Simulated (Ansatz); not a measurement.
# H4In (charge −1): what the fields show

Input file:

```
crystal:
  periodic: [false, false, false]
  atoms:
    - {symbol: In, position_ang: [0.000000, 0.000000, -0.000002]}
    - {symbol: H, position_ang: [0.026145, -0.035055, 1.793808]}
    - {symbol: H, position_ang: [1.684247, -0.007430, -0.618810]}
    - {symbol: H, position_ang: [-0.838320, 1.484666, -0.559154]}
    - {symbol: H, position_ang: [-0.872072, -1.442180, -0.615852]}
basis:
  gaussian: {orbitals: def2-TZVPD, initial_orbitals: start.molden}
total_charge: -1
hamiltonian: {xc: pbe0, dispersion: d4}
output: {orbitals: {seedname: orbitals}}
```

Command:

```sh
ansatz run in.yaml --threads 4 --pin off --events-out ev --progress --plain --max-ram 3916MiB
```

Geometry: PBE-D4/def2-TZVPD; core potentials replace the inner electrons of In.

Method: RKS PBE0-D4/def2-TZVPD (Ansatz 0.2.0).

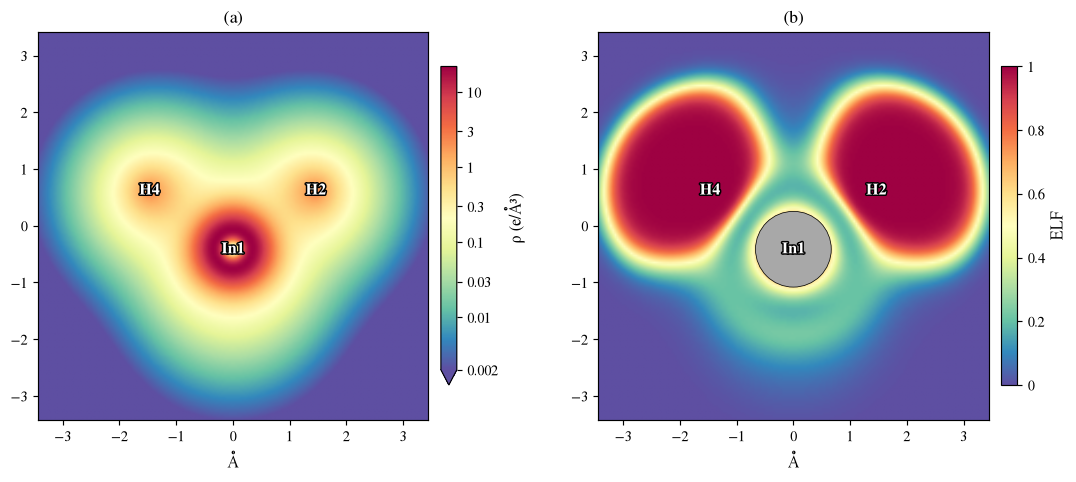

Figure 1. (a) electron density; (b) ELF on the plane of atoms H2, In1 and H4. Grey discs cover the atomic cores in the ELF map.

Interpret the plot.

- Atoms in the plane: In and H.
- In–H (1.79 Å): ρ is about 0.97 e/Å³ halfway; the ELF climbs to about 1 towards the hydrogen.

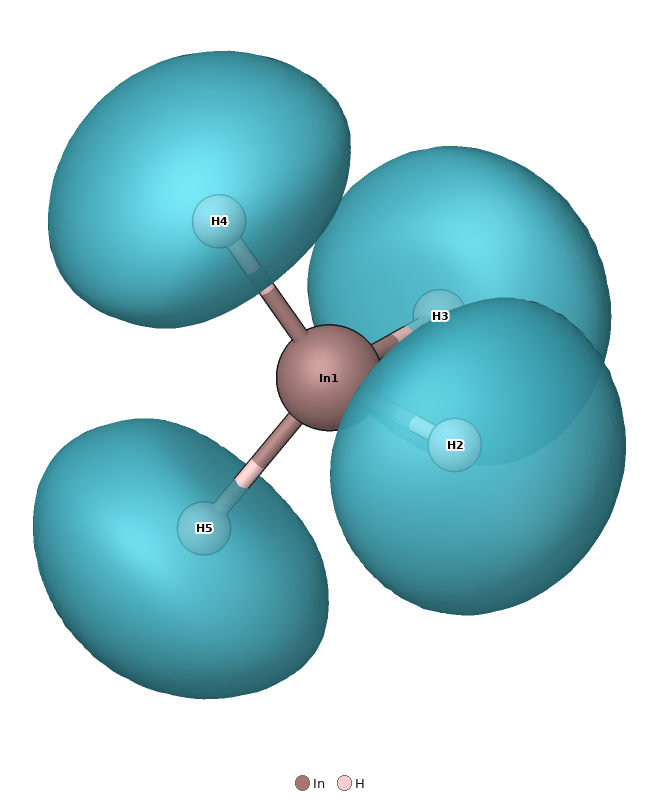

Figure 2. Isosurface of the electron localisation function at 0.75 (cyan), seen at a tilt. Core shells and regions of very low density are left out.

Identify the bonds, lone pairs and shells in this picture.

At this value the surface marks out four regions around hydrogen nuclei.

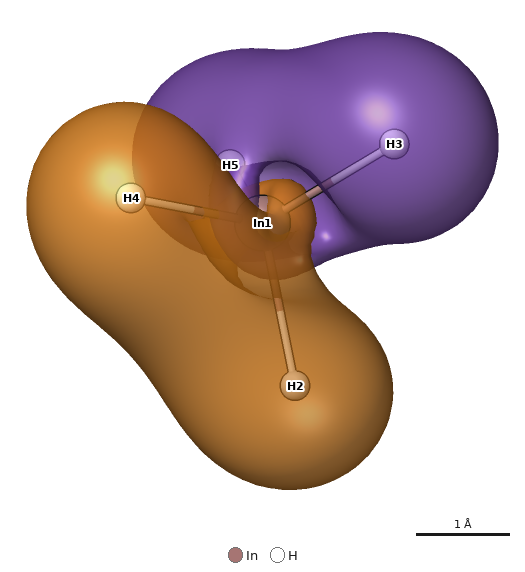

Figure 3. The HOMO at ±0.08 Å⁻³ᐟ² (orange and purple are the two phases), seen at an oblique angle.

What is the character of this orbital?

Its weight (Hirshfeld) is mainly on In1 (about 40 %), H2 (about 15 %), H3 (about 15 %), H4 (about 15 %) and H5 (about 15 %). It is one of a degenerate set, so its orientation is arbitrary. Its energy is −2.31 eV.
